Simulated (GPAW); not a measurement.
# Run report: B2H4ClO (charge −1), property calculation

System: B2H4ClO, charge −1.
Method: r2SCAN/plane waves, scalar-relativistic datasets (GPAW 26.7.0).

The geometry comes from this level: GFN2-xTB.

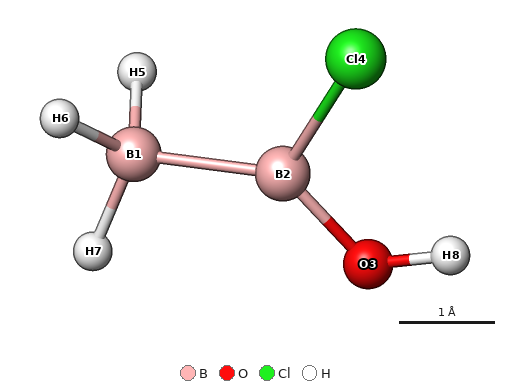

The input geometry (ball-and-stick view, seen at a tilt; atoms are numbered from 1 in the order of the input). Bond lengths as drawn: B–B 1.69 Å, B–Cl 1.86 Å, B–H 1.22 to 1.23 Å, B–O 1.35 Å and H–O 0.96 Å.

Input (sp.py)
```python
from ase.io import read
from gpaw import GPAW, PW

# Atomic positions
atoms = read("run.xyz")
atoms.center(vacuum=5.5)

# GPAW settings
calc = GPAW(mode=PW(500),
            xc="MGGA_X_R2SCAN+MGGA_C_R2SCAN",
            charge=-1,
            mixer={"name": "pulay", "beta": 0.1, "nmaxold": 5, "weight": 1.0},
            maxiter=100,
            symmetry="off",
            txt="run.txt")
atoms.calc = calc

energy = atoms.get_potential_energy()
print(f"Energy: {energy:.5f} eV")
forces = atoms.get_forces()
print("Forces (eV/Ang)")
for symbol, f in zip(atoms.symbols, forces):
    print(f'{symbol:2} {f[0]:9.4f} {f[1]:9.4f} {f[2]:9.4f}')
homo, lumo = calc.get_homo_lumo()
print(f"HOMO                    {homo:.3f} eV")
print(f"LUMO                    {lumo:.3f} eV")
print(f"Gap                     {lumo - homo:.3f} eV")
```

File run.xyz
```
8

B     -0.447790     1.016350    -0.227060
B      0.233460    -0.506760     0.040260
O      1.006850    -0.913170     1.065530
Cl    -0.095510    -1.942480    -1.088400
H     -1.620560     0.971210     0.128850
H     -0.437240     1.334120    -1.405530
H      0.110170     1.884620     0.423290
H      1.250620    -1.843890     1.063070
```

Run as:
```bash
python sp.py
```

Output
```
Energy: -45.97103 eV
Forces (eV/Ang)
B     0.2172   -0.1207   -0.0052
B    -0.6382    0.7293   -0.4684
O     0.5353    0.1320    0.9676
Cl   -0.1649   -0.4756   -0.4587
H    -0.1602   -0.1191    0.0460
H    -0.0110   -0.0686   -0.1869
H     0.1268    0.0761    0.1901
H    -0.0745   -0.2314   -0.2224
HOMO                    -1.071 eV
LUMO                    2.063 eV
Gap                     3.134 eV
```

Results in brief

| quantity | value |
| --- | --- |
| outcome | converged |
| energy relative to the program's reference atoms | −45.9710 eV |
| largest force | 1.114 eV/Å |
| hardware | 1 thread of Intel Xeon (Granite Rapids), 32 GiB of memory available, shared host |
| wall time | 62 s |
| peak memory | 0.93 GiB |
